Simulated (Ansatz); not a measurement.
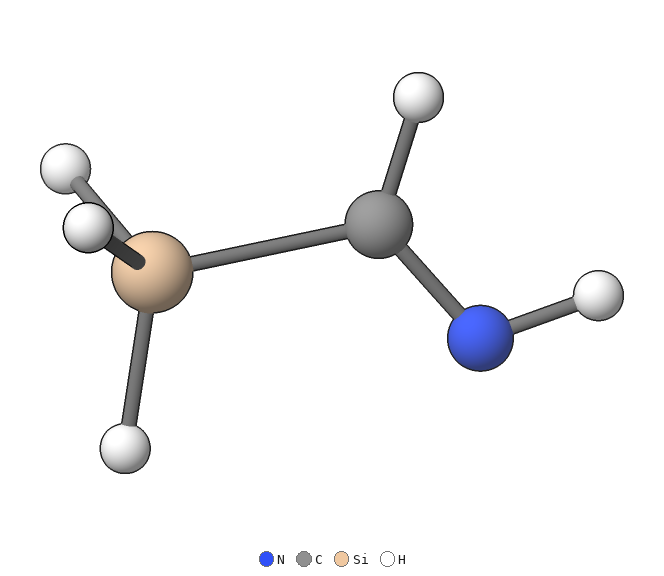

A ball-and-stick model of a molecule. Every bond is drawn as one stick, whatever its order.

Question: What is the molecular formula?

Answer: CH5NSi, 8 atoms: 1 carbon, 5 hydrogen, 1 nitrogen and 1 silicon.

Question: Does it have rings?

Answer: It has no ring.

The parts below concern this one geometry. Atoms keep their numbers from picture to picture. The geometry was computed by an optimisation with PBE0-D4/def2-TZVP.

Symmetry

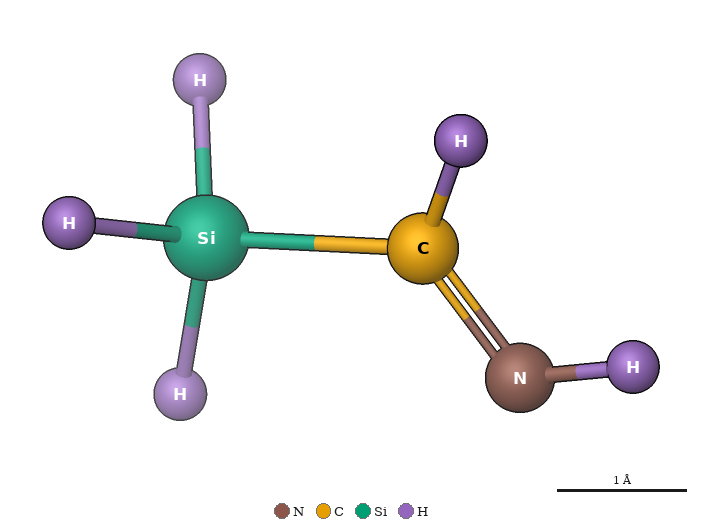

Atoms fade into the background with distance from the viewer. Masses are those of the most abundant isotopes; constants are for the rigid equilibrium geometry.

Question: What kind of rotor is it, and what are its rotational constants in MHz?

Answer: An asymmetric top (Cs): A = 38005, B = 5312, C = 4925 MHz. Ray's parameter κ is −0.98, close to the prolate limit.

Levels of theory compared

Program: Ansatz 0.2.0.

At this fixed geometry, give HOMO–LUMO gap (eV), HOMO energy (eV) at these levels: B3LYP-D4/def2-TZVPP; BHLYP-D4/def2-TZVPP; CAM-B3LYP-D4/def2-TZVPP; HSE06 (plane-wave form)-D4/def2-TZVPP; PBE0-D4/def2-SVP; PBE0-D4/def2-TZVPP; SPW92 (LDA)/def2-TZVPP; r2SCAN0-D4/def2-TZVPP; r2SCANh-D4/def2-TZVPP; revPBE-D4/def2-TZVPP; ωB97M-V/def2-SVP.

| level | HOMO–LUMO gap (eV) | HOMO energy (eV) |
| --- | --- | --- |
| B3LYP-D4/def2-TZVPP | 6.04 | −7.24 |
| BHLYP-D4/def2-TZVPP | 9.13 | −8.86 |
| CAM-B3LYP-D4/def2-TZVPP | 9.15 | −8.88 |
| HSE06 (plane-wave form)-D4/def2-TZVPP | 5.70 | −7.05 |
| PBE0-D4/def2-SVP | 6.55 | −7.26 |
| PBE0-D4/def2-TZVPP | 6.50 | −7.46 |
| SPW92 (LDA)/def2-TZVPP | 3.75 | −6.05 |
| r2SCAN0-D4/def2-TZVPP | 6.80 | −7.66 |
| r2SCANh-D4/def2-TZVPP | 5.37 | −6.84 |
| revPBE-D4/def2-TZVPP | 3.98 | −5.97 |
| ωB97M-V/def2-SVP | 11.21 | −9.57 |

Thermal motion

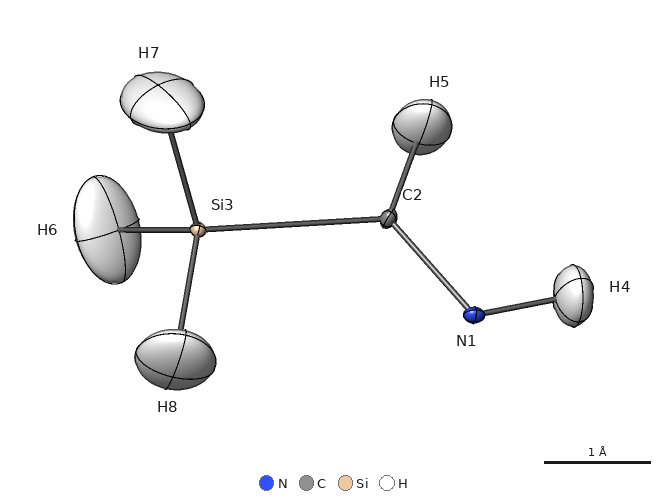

Displacement ellipsoids at the 50 % level, enlarged 1.5 times, from the internal vibrations of the free molecule (harmonic, no overall translation or rotation; no half-axis is drawn under 0.075 Å). Vibrations computed with RKS PBE0-D4/def2-TZVP (Ansatz 0.2.0). Temperature: 0 K (zero-point motion alone).

Question: Which atom moves most?

Answer: H6, H7, with U_eq = 0.0272 Å².

Question: Does H6 move more along its bond or across it?

Answer: Across it: the root-mean-square amplitude is 0.086 Å along the bond and up to 0.226 Å across, since bending and torsion are softer than stretching.

Give the displacement parameters, one line for each set of equivalent atoms.

| atom | U_eq (Å²) | rms amplitudes (Å) |
| --- | --- | --- |
| N1 | 0.0014 | 0.020, 0.042, 0.044 |
| C2 | 0.0018 | 0.030, 0.041, 0.053 |
| Si3 | 0.00029 | 0.011, 0.012, 0.025 |
| H4 | 0.0138 | 0.079, 0.122, 0.142 |
| H5 | 0.0178 | 0.081, 0.119, 0.181 |
| H6, H7 | 0.0272 | 0.086, 0.152, 0.226 |
| H8 | 0.0243 | 0.085, 0.164, 0.197 |

Charges

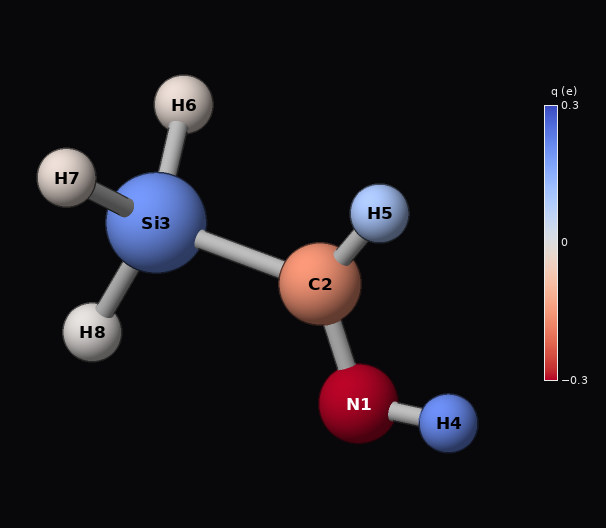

Atoms are coloured by their Mulliken charges. Method: RKS PBE0-D4/def2-TZVP (Ansatz 0.2.0).

List the Mulliken charges.

```
atom  value (e)
  N1      −0.30
  C2      −0.16
 Si3       0.20
  H4       0.21
  H5       0.10
  H6      −0.02
  H7      −0.02
  H8      −0.01
```

Mulliken values depend strongly on the basis set and can even reverse the polarity of a bond.
